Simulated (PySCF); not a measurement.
# Br2Eu (Eu(Br)2): the cost of one run

Computed with PySCF 2.14.0. Level: PBE0, Eu lcecp-0-SVP with ECP53, Br def2-SVP; scalar-relativistic core potentials, no spin–orbit coupling.

1 further run of the same task is left out (for a known fault of the program).

### Step 1. Where the work starts

3 atoms, charge 0, spin multiplicity 1.

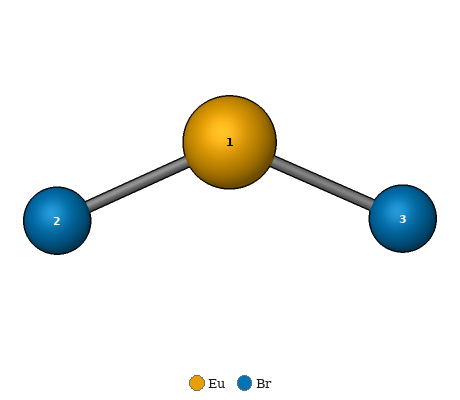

Start geometry, drawn with europium amber, bromine blue; atoms are numbered from 1 in the order of the file.

Coordinates:

```xyz
3
charge 0, multiplicity 1
Eu    0.0000    0.0000    0.0000
Br    2.6867    0.0000    1.2024
Br   -2.6867    0.0000    1.2024
```

Formal oxidation states: Eu +2. Each metal's 7 4f electrons lie in its core potential, so multiplicities, spins and levels count the valence alone.

### Step 2. SCF at the start, singlet

run.py (the lines that set the calculation)

```python
mol = gto.M(atom='''
Eu     0.00000     0.00000     0.00000
Br     2.68670     0.00000     1.20240
Br    -2.68670     0.00000     1.20240''',
    basis={'Eu': 'lcecp-0-SVP', 'Br': 'def2-SVP'},
    ecp={'Eu': 'lcecp-0-SVP'},
    charge=0, spin=0)
mf = dft.RKS(mol, xc='PBE0')
mf.grids.atom_grid = (50, 194)  # f atoms: unpruned, at least (60, 302)
mf = mf.density_fit()  # fitting sets: Eu AutoAux, Br def2-universal-JKFIT
mf.conv_tol = 1e-08; mf.max_cycle = 55
mf.kernel(dm0)  # dm0: free metal ions and neutral atoms
```

Started as:

```
$ OMP_NUM_THREADS=2 python run.py
```

Q: Estimate wall time and peak memory on 2 threads of Arm Neoverse V1, shared host.

About 3.2 s, with a peak of 0.4 GiB.
